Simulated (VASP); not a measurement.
Band structure of NiSi$_{2}$ (fluorite). All values below come from LDA (Ceperley-Alder, Perdew-Zunger) with spin-orbit coupling, VASP's LDA PAW potentials (set 64) (plane waves; VASP 6.6.1).

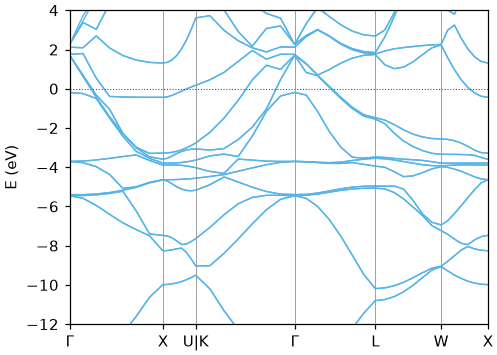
Bands along high-symmetry lines, zero at the valence-band maximum or, without a gap, the Fermi level

Read the plot: is there a gap, and where are the band edges?

It has no gap at this level: it comes out as a metal or semimetal.

The compound is NiSi2 in the fluorite structure. It was relaxed first.
